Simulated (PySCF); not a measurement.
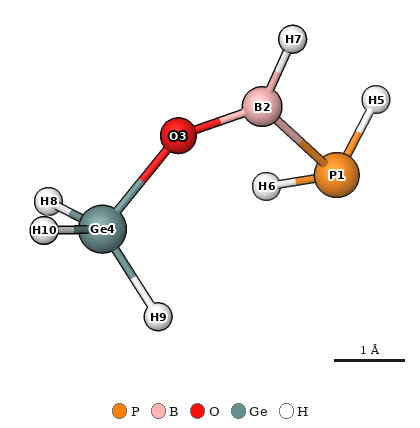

**Figure 1.** The structure as given in the input (ball-and-stick view, seen at a tilt; atoms are numbered from 1 in the order of the input). Sticks mark near contacts. Bond lengths as drawn: B–H 1.18 Å, B–O 1.32 Å, B–P 1.92 Å, Ge–H 1.49 to 1.50 Å, Ge–O 1.75 Å and H–P 1.38 to 1.39 Å.

GeBPH6O: excited-state calculation

GeBPH6O, computed with TDA B97-D/aug-pcSseg-1, vertical, gas phase, core orbitals frozen in the response (PySCF 2.14.0).

The geometry comes from this level: GFN2-xTB. It belongs to a series of runs on one base structure; here: B97-D/aug-pcSseg-1; 12 states, TDA; aux def2-qzvpp-jkfit; level_shift 0.1.

### The program's output
```
final grid: 79616 points
cycle   1  E = -2522.6777553126  dE = -3.186e-01  |g| = 1.111e+00  |ddm| = 4.075e+00
cycle   2  E = -2522.2302128353  dE =  4.475e-01  |g| = 1.878e+00  |ddm| = 2.900e+00
cycle   3  E = -2522.8272212939  dE = -5.970e-01  |g| = 1.883e-01  |ddm| = 1.881e+00
cycle   4  E = -2522.8315227822  dE = -4.301e-03  |g| = 8.775e-02  |ddm| = 3.291e-01
cycle   5  E = -2522.8321998301  dE = -6.770e-04  |g| = 1.474e-02  |ddm| = 1.004e-01
cycle   6  E = -2522.8322560075  dE = -5.618e-05  |g| = 5.529e-03  |ddm| = 3.327e-02
cycle   7  E = -2522.8322618021  dE = -5.795e-06  |g| = 1.304e-03  |ddm| = 8.316e-03
cycle   8  E = -2522.8322621975  dE = -3.955e-07  |g| = 2.144e-04  |ddm| = 2.434e-03
cycle   9  E = -2522.8322622080  dE = -1.048e-08  |g| = 6.841e-05  |ddm| = 4.232e-04
cycle  10  E = -2522.8322622091  dE = -1.053e-09  |g| = 1.321e-05  |ddm| = 1.484e-04
cycle  11  E = -2522.8322622091  dE = -5.639e-11  |g| = 3.476e-06  |ddm| = 4.096e-05
level shift removed, Fock matrix diagonalised once more
converged SCF energy = -2522.8322622091

Static polarisability (au): isotropic 76.985, principal 64.937 74.740 91.279

Singlet excitations
state   eV       nm        f      main configurations
  1   4.8572    255.3   0.01443   H->L+1 0.99
  2   5.0239    246.8   0.03253   H->L 0.91
  3   5.1973    238.6   0.02304   H->L+2 0.98
  4   5.8069    213.5   0.03580   H->L+3 0.91
  5   5.9798    207.3   0.00250   H->L+4 0.91
  6   6.1230    202.5   0.01439   H->L+5 0.68, H-1->L 0.21, H->L+6 0.09
  7   6.1521    201.5   0.01359   H->L+6 0.83, H->L+5 0.15
  8   6.2115    199.6   0.01499   H-1->L+1 0.86
  9   6.2584    198.1   0.05798   H-1->L 0.57, H->L+5 0.11, H->L+9 0.09
 10   6.3029    196.7   0.00172   H->L+7 0.94
 11   6.5227    190.1   0.01562   H->L+8 0.71, H->L+9 0.25
 12   6.5377    189.6   0.03140   H-1->L+2 0.94
```

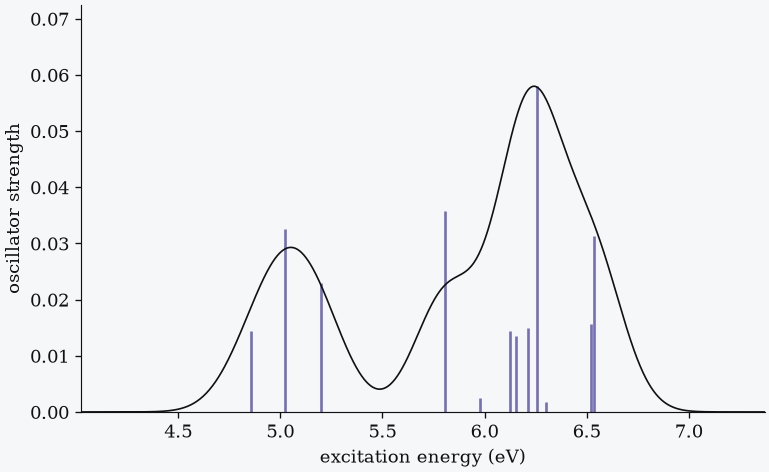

**Figure 2.** Computed excitations as sticks (degenerate states added up, dark ones marked on the axis), with a Gaussian envelope of 0.35 eV full width at half maximum, scaled to the tallest. Of the 12 states the lowest lies at 4.86 eV (f = 0.014); the strongest line is at 6.26 eV, or 198 nm (f = 0.058).

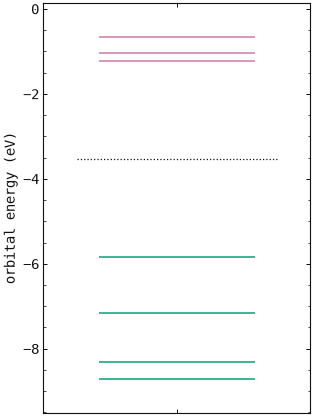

**Figure 3.** Orbital energies near the frontier; the dotted line parts filled from empty levels, and levels within 0.02 eV of each other stand side by side. Highest filled −5.84 eV, lowest empty −1.22 eV, 4.62 eV apart.

This output came from the following input.

### The input
```
{"job": {"kind": "uv", "xc": "B97-D", "basis": "aug-pcSseg-1", "nstates": 12, "ntriplets": 0, "tda": true, "scf": {"aux": "def2-qzvpp-jkfit", "level_shift": 0.1}}, "charge": 0, "multiplicity": 1}
P      1.918873    -0.244051     0.612030
B      0.822963     0.915541    -0.448729
O     -0.492790     0.802534    -0.471840
Ge    -1.736197    -0.207189     0.244498
H      2.978944    -0.355228    -0.264349
H      1.324550    -1.422427     0.186849
H      1.314425     1.802055    -1.048176
H     -1.851985    -1.408111    -0.647022
H     -1.342867    -0.570391     1.644721
H     -2.927034     0.691922     0.169490
```

The first line tells a small driver script what to run in PySCF; the rest is the geometry in Å.

Run as:
```bash
OMP_NUM_THREADS=1 python <driver script> task.json out
```

### Results in brief

| quantity | value |
| --- | --- |
| outcome | converged |
| total energy | −2522.832262 hartree |
| HOMO | −5.84 eV |
| LUMO | −1.22 eV |
| dipole moment | 1.97 D |
| mean polarisability | 76.99 a.u. |
| lowest excitation | 4.86 eV |
| hardware | 1 CPU thread, shared host |
| wall time | 19 s |
| peak memory | 0.66 GiB |

### Notes

Settings chosen away from the usual ones: B97-D/aug-pcSseg-1; 12 states, TDA; aux def2-qzvpp-jkfit; level_shift 0.1. Spin–orbit coupling is left out, which matters for the heavy atoms.
